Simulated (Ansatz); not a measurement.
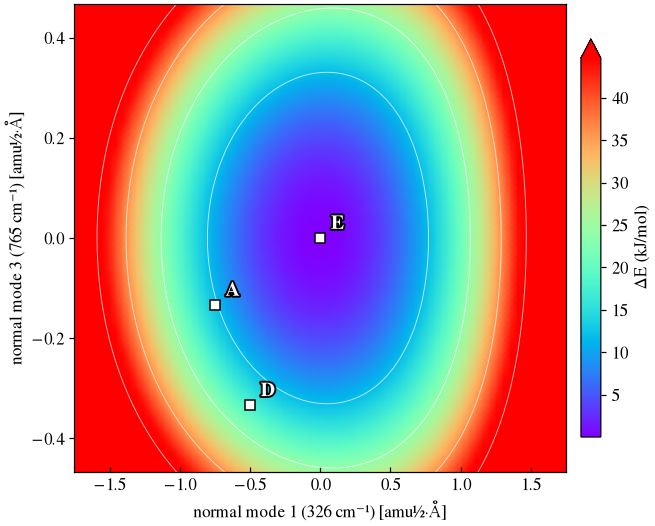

F2HSi, SMILES F[SiH+]F, charge +1. Coordinates scanned: (1) normal mode 1 (326 cm⁻¹); (2) normal mode 3 (765 cm⁻¹). Nothing is relaxed (straight displacements along the two mass-weighted modes). The grid has 15 × 15 points; 120 points were computed and 105 follow by symmetry. Points are written as (first, second). Energies are in kJ/mol, from the lowest grid point. All numbers below come from Ansatz 0.2.0, RKS PBE0-D4/def2-TZVP.

The picture shows a smooth colour map with a few white contour lines, one colour for all values above the top of the scale, lettered points. Between grid points the surface is interpolated.

Q: What kind of point is each of A, D, E: minimum, saddle, maximum or slope?

A: A: on a slope; D: on a slope; E: minimum. (In these two coordinates alone; a stationary point may lie a little off the grid point.)

Q: Rank the lettered points by energy, lowest first.

A: E (0 kJ/mol), A (13 kJ/mol), D (18 kJ/mol).
